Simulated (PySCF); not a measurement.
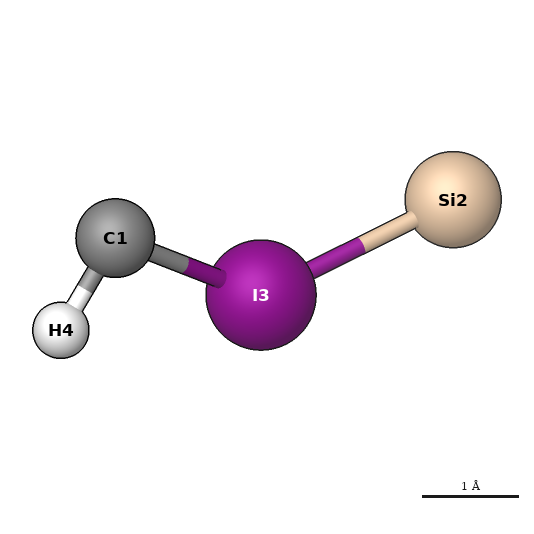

Atoms carry their numbers in the input. Computed geometry: PBE0-D4/def2-TZVP optimisation. No frequency run is at hand to confirm it as a minimum.

Which atoms are bonded, and how long are the bonds?

```json
{"bond": "C1–I3", "length (Å)": "2.049"}
{"bond": "C1–H4", "length (Å)": "1.117"}
{"bond": "Si2–I3", "length (Å)": "2.405"}
```
